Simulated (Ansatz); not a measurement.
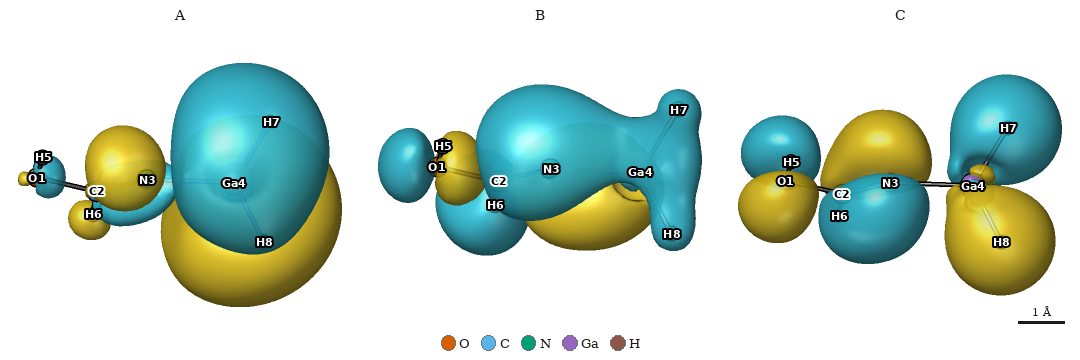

*CH₄GaNO. Three frontier orbitals at ±0.06 Å⁻³ᐟ² (yellow and cyan are the two phases), in no order.*

Geometry: PBE0-D4/def2-TZVP.

Level of theory: RKS PBE0-D4/def2-TZVPP in Ansatz.

```xyz
8

O     0.4768    2.2068    0.4960
C     0.7059    0.8896    0.3210
N    -0.1594    0.0672   -0.0238
Ga   -0.6073   -1.6434   -0.4288
H    -0.4603    2.3519    0.3023
H     1.7607    0.6849    0.5320
H    -1.1757   -2.5118    0.7364
H    -0.5408   -2.0451   -1.9352
```

**Which picture is the HOMO−1, the HOMO and the LUMO?**

C is the HOMO−1 (−7.82 eV). It lies mainly on N3 (about 30 %), O1 (about 20 %), Ga4 (about 15 %), C2 (about 15 %), H8 (about 10 %) and H7 (about 10 %). B is the HOMO (−7.27 eV). Its weight (Hirshfeld) is mainly on N3 (about 60 %), Ga4 (about 15 %), C2 (about 10 %) and O1 (about 5 %). A is the LUMO (−1.18 eV). It lies mainly on Ga4 (about 75 %) and N3 (about 10 %).

**What is the HOMO–LUMO gap?**

6.09 eV between the orbital energies.
